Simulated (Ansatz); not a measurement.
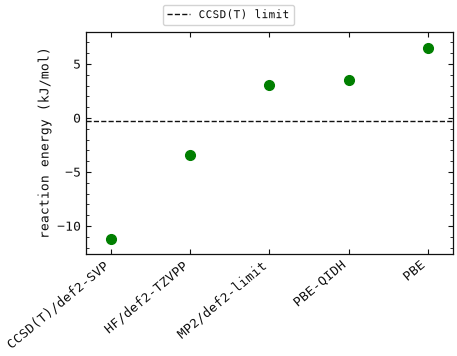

Electronic reaction energy of AlHBr₂ ([Br][AlH][Br]) + SiH₄O (O[SiH3]) → AlSiH₄OBr ([SiH3][O][AlH][Br]) + HBr (Br) (SMILES in brackets) at several levels (functionals in def2-TZVPP unless a basis is named), isolated molecules at PBE0-D4 triple-zeta geometries, minima by their frequencies, no zero-point or thermal terms, the Ansatz code 0.2.0. The line is frozen-core CCSD(T) at the basis limit (MP2 extrapolated from triple and quadruple zeta, plus CCSD(T) less MP2 in a smaller set). PBE-QIDH holds a correlation term that converges slowly with the basis, so part of the distance to the limit is basis error. No dispersion term is added to PBE-QIDH. The distance of CCSD(T)/def2-SVP to the limit includes basis error. The limit lies 5.4 kJ/mol from CCSD(T)/def2-TZVPP, so the line itself is uncertain by a part of that.

**Which level comes closest to the line (CCSD(T) limit), and which misses most?**

Closest HF/def2-TZVPP (−3.4 kJ/mol), against −0.3 kJ/mol; farthest CCSD(T)/def2-SVP (−11.2 kJ/mol).

**Give the values.**

```csv
level,kJ/mol,less CCSD(T) limit
CCSD(T)/def2-SVP,−11.2,−10.9
HF/def2-TZVPP,−3.4,−3.1
MP2/def2-limit,3.0,3.3
PBE-QIDH,3.5,3.8
PBE,6.5,6.8
CCSD(T) limit,−0.3,0.0
```

Known limits of this run: no scalar relativity up to krypton; outer-core shells are correlated without core-valence functions, which makes the correlated values less sure; one conformer of each flexible molecule.
